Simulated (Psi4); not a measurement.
# CAM-B3LYP/def2-SVP (core potential) run of C2HClFIn (SMILES C#[C][In]([F])[Cl])

What is the energy change on altering one bond length of C2HClFIn at CAM-B3LYP/def2-SVP (core potential)? 

Program for the calculation: Psi4 1.11.

2 further runs of the same task are left out: 2 set aside as unsound or not needed. Runs told in other sessions of the task aren't counted.

**1. The molecule**

The species is C2HClFIn (6 atoms), meant as a singlet with charge 0. SMILES: `C#[C][In]([F])[Cl]`. Geometry: relaxed at PBE0-D4/def2-TZVP.

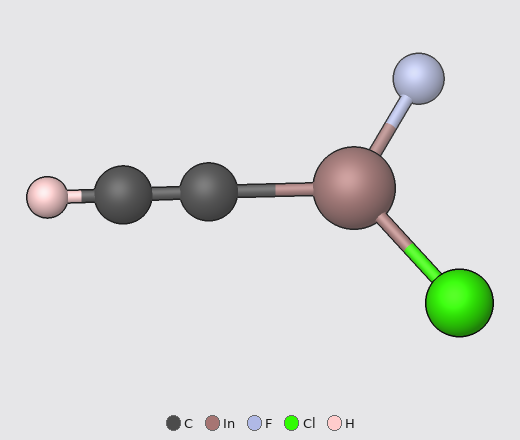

Viewed from a chosen angle; carbon dark grey, indium brown, fluorine light blue, chlorine green, hydrogen pink.

**2. Energy and forces at CAM-B3LYP/def2-SVP (core potential)**

File input.dat:

```
memory 2.2 GB

molecule molecule1 {
  0 1
  C      1.088300     0.340300     1.700800
  C      0.438900     0.120100     0.708700
  In    -0.655800    -0.235700    -0.984700
  F     -1.773600    -1.806600    -1.123700
  Cl    -0.759200     1.049500    -2.880900
  H      1.661500     0.532400     2.579900
  symmetry c1
}

set {
  puream true
  e_convergence 1e-09
  d_convergence 1e-08
  scf_type pk
  dft_radial_points 99
  dft_spherical_points 590
}

E, wfn = gradient('cam-b3lyp/def2-SVP', return_wfn=True)
oeprop(wfn, 'QUADRUPOLE', 'DIPOLE', 'WIBERG_LOWDIN_INDICES', title='CAM-B3LYP')
```

Launch:

```console
$ psi4 -i input.dat -o output.dat -n 1
```

output.dat:

```text
[...]
    !!!  WARNING: ECP capability is in beta. Please check occupations closely.  !!!
[...]
  Running in c1 symmetry.
[...]
  Nuclear repulsion =  274.588230394353843
[...]
  Multiplicity = 1
[...]
  Nalpha       = 30
  Nbeta        = 30
[...]
    Number of basis functions: 91
[...]
   @RKS iter   1:  -826.37409438911072   -1.55014e+00   7.79548e-03 DIIS/ADIIS
[...]
   @RKS iter  13:  -826.62541112432791   -4.32010e-12   4.06386e-09 DIIS
[...]
    Orbital Energies [Eh]
    ---------------------
    Doubly Occupied:
       1A   -101.569653     2A    -24.703389     3A    -10.293665
       4A    -10.281826     5A     -9.524013     6A     -7.291726
       7A     -7.285623     8A     -7.284884     9A     -4.802829
      10A     -3.213853    11A     -3.205226    12A     -3.202980
      13A     -1.166574    14A     -0.926372    15A     -0.901544
      16A     -0.893433    17A     -0.891544    18A     -0.884826
      19A     -0.851563    20A     -0.835895    21A     -0.632190
      22A     -0.546967    23A     -0.466698    24A     -0.445924
      25A     -0.439207    26A     -0.415654    27A     -0.391749
      28A     -0.383710    29A     -0.377319    30A     -0.375151
[...]
  @RKS Final Energy:  -826.62541112432791
   => Energetics <=
    Nuclear Repulsion Energy =            274.5882303943538432
    One-Electron Energy =               -1759.5684069091309993
    Two-Electron Energy =                 707.9781849920257173
    DFT Exchange-Correlation Energy =     -49.6234196015764724
    Empirical Dispersion Energy =           0.0000000000000000
    VV10 Nonlocal Energy =                  0.0000000000000000
    Total Energy =                       -826.6254111243279112
[...]
  -Total Gradient:
     Atom            X                  Y                   Z
    ------   -----------------  -----------------  -----------------
       1       -0.002527078796    -0.000760596023    -0.004013505378
       2        0.004185666086     0.001026847863     0.006930215299
       3       -0.000327765081     0.001868191901    -0.003114684018
       4        0.002517406371     0.003600627942     0.000232386630
       5        0.000096985373    -0.004447454300     0.006048579860
       6       -0.003996021267    -0.001338175628    -0.006116745387
[...]
 Multipole Moments:
 ------------------------------------------------------------------------------------
     Multipole            Electronic (a.u.)      Nuclear  (a.u.)        Total (a.u.)
 ------------------------------------------------------------------------------------
 L = 1.  Multiply by 2.5417464519 to convert [e a0] to [Debye]
 Dipole X            :         -6.7316219            7.4796576            0.7480357
 Dipole Y            :        -10.3066419           10.7658489            0.4592070
 Dipole Z            :          0.2756554            0.5966822            0.8723377
 Magnitude           :                                                    1.2374981
 L = 2.  Multiply by 1.3450342976 to convert [e a0^2] to [Debye ang]
 Quadrupole XX       :       -185.2090360          148.3920535          -36.8169825
 Quadrupole XY       :        -82.4828795           79.6296779           -2.8532016
[...]
```

It took 17 s on 1 thread of Intel Xeon 6975P-C (Granite Rapids), shared host; peak memory 1 GiB.

**3. The distorted shape**

File c2hclfin.xyz:

```xyz
6
C2HClFIn
C      1.119318    -0.045235     2.269623
C      0.469918    -0.265435     1.277523
In    -0.624782    -0.621235    -0.415877
F     -1.742582    -2.192135    -0.554877
Cl    -0.759200     1.049500    -2.880900
H      1.692518     0.146865     3.148723
```

File run.py:

```python
import psi4

psi4.set_memory(2200000000)
psi4.set_num_threads(1)
psi4.core.set_output_file('psi4.out', False)

with open('c2hclfin.xyz') as f:
    atoms = ''.join(f.readlines()[2:])
molecule = psi4.geometry('0 1\n' + atoms + 'symmetry c1')

options = {'basis': 'def2-SVP', 'puream': True, 'e_convergence': 1e-09, 'd_convergence': 1e-08, 'scf_type': 'pk', 'dft_radial_points': 99, 'dft_spherical_points': 590}
psi4.set_options(options)

e_tot = psi4.gradient('cam-b3lyp', molecule=molecule)
print('gradient / Eh bohr^-1')
print(e_tot.np.round(6))
```

Launch:

```console
$ python run.py
```

psi4.out (excerpt; [...] marks lines left out):

```text
[...]
    !!!  WARNING: ECP capability is in beta. Please check occupations closely.  !!!
[...]
  Running in c1 symmetry.
[...]
  Nuclear repulsion =  248.938446878480789
[...]
  Multiplicity = 1
[...]
  Nalpha       = 30
  Nbeta        = 30
[...]
    Number of basis functions: 91
[...]
   @RKS iter   1:  -826.28112756994199   -1.67813e+00   8.05700e-03 ADIIS/DIIS
[...]
   @RKS iter  13:  -826.56901405312067   -1.38698e-11   6.52639e-09 DIIS
[...]
  @RKS Final Energy:  -826.56901405312067
   => Energetics <=
    Nuclear Repulsion Energy =            248.9384468784807893
    One-Electron Energy =               -1708.2127446188487738
    Two-Electron Energy =                 682.2589141931304084
    DFT Exchange-Correlation Energy =     -49.5536305058830777
    Empirical Dispersion Energy =           0.0000000000000000
    VV10 Nonlocal Energy =                  0.0000000000000000
    Total Energy =                       -826.5690140531206680
[...]
 Multipole Moments:
 ------------------------------------------------------------------------------------
     Multipole            Electronic (a.u.)      Nuclear  (a.u.)        Total (a.u.)
 ------------------------------------------------------------------------------------
 L = 1.  Multiply by 2.5417464519 to convert [e a0] to [Debye]
 Dipole X            :         -6.2671366            7.1175228            0.8503862
 Dipole Y            :        -15.3577589           15.2669664           -0.0907925
 Dipole Z            :          7.8428662           -6.0443209            1.7985453
 Magnitude           :                                                    1.9915233
[...]
  -Total Gradient:
     Atom            X                  Y                   Z
    ------   -----------------  -----------------  -----------------
       1       -0.001830540911    -0.000712491693    -0.002701413780
       2        0.003734704101    -0.001662370237     0.009579643177
       3        0.004829299950    -0.026993442811     0.045067410210
       4        0.000347656088    -0.001634251888     0.002839942365
       5       -0.002969609851     0.032209395198    -0.048268018874
       6       -0.004137129113    -0.001213192282    -0.006559844873
[...]
```

Standard output:

```text
gradient / Eh bohr^-1
[[-0.001831 -0.000712 -0.002701]
 [ 0.003735 -0.001662  0.00958 ]
 [ 0.004829 -0.026993  0.045067]
 [ 0.000348 -0.001634  0.00284 ]
 [-0.00297   0.032209 -0.048268]
 [-0.004137 -0.001213 -0.00656 ]]
```

Run time: 17 s. Hardware: 1 thread of Intel Xeon 6975P-C (Granite Rapids), shared host; peak memory 0.99 GiB.

**4. What came out**

At CAM-B3LYP/def2-SVP (core potential):

| quantity | value |
| --- | --- |
| first shape: total energy | -826.62541 Eh |
| first shape: dipole moment | 3.15 D |
| first shape: HOMO energy | -10.21 eV |
| first shape: LUMO energy | -0.95 eV |
| first shape: HOMO–LUMO gap | 9.26 eV |
| first shape: largest force on an atom | 0.420 eV/Å |
| distorted shape: total energy | -826.56901 Eh |
| distorted shape: dipole moment | 5.06 D |
| distorted shape: HOMO energy | -9.07 eV |
| distorted shape: LUMO energy | -2.69 eV |
| distorted shape: HOMO–LUMO gap | 6.37 eV |
| distorted shape: largest force on an atom | 2.988 eV/Å |
| energy change with the In3–Cl5 bond stretched from 2.293 to 2.981 Å | 1.535 eV |

What this shows: With the In3–Cl5 bond stretched from 2.293 to 2.981 Å the energy rises by 1.53 eV (148 kJ/mol). The first shape isn't relaxed at this level, so the change isn't measured from a minimum. The largest force (first shape) is 0.42 eV/Å: the shape isn't a stationary point for this species at this level.
